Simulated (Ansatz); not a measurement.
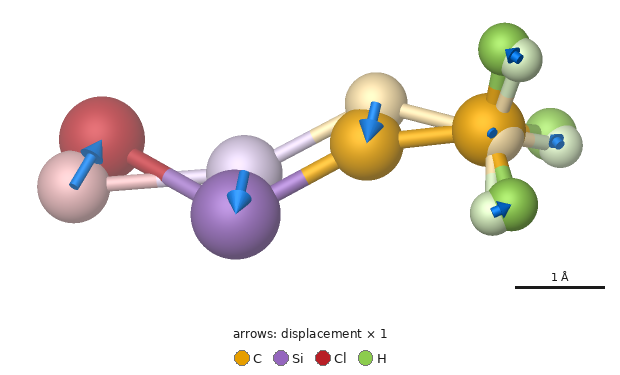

A relaxation of C2H3ClSi. The starting structure is drawn faded, the final one solid; blue arrows show the displacements, at their true length. The two geometries are superimposed by the best rigid fit.

A ball-and-stick model, seen at a tilt.

These are results of RKS PBE0-D4/def2-TZVP in Ansatz 0.2.0, not measurements. Settings: force threshold 0.005 eV/Å; at most 200 steps.

What did the optimiser do to the structure, and how much energy did it gain?

The atom that moves furthest after the best rigid fit is the Cl atom (0.67 Å). Largest moves by element: Cl 0.67 Å, Si 0.60 Å, C 0.49 Å, H 0.24 Å. Among the contacts that change: Cl–Si 1.992 → 2.058 Å, C–C 1.495 → 1.442 Å, C–Si 1.696 → 1.683 Å, C–H 1.088 → 1.100 Å. Among the angles between lasting bonds that change: C–Si–Cl 155.9° → 116.7°, C–C–Si 135.9° → 153.1°, C–C–H 114.5° → 107.6°. Over 14 accepted moves (15 points after the start) the energy falls by 51.0 kJ/mol. The largest force component goes from 2.4 to 0.0049 eV/Å. The line search rejected the trial step at point 4 of the run. The run took 43 s on 2 threads of Arm Neoverse V2, on a shared host.
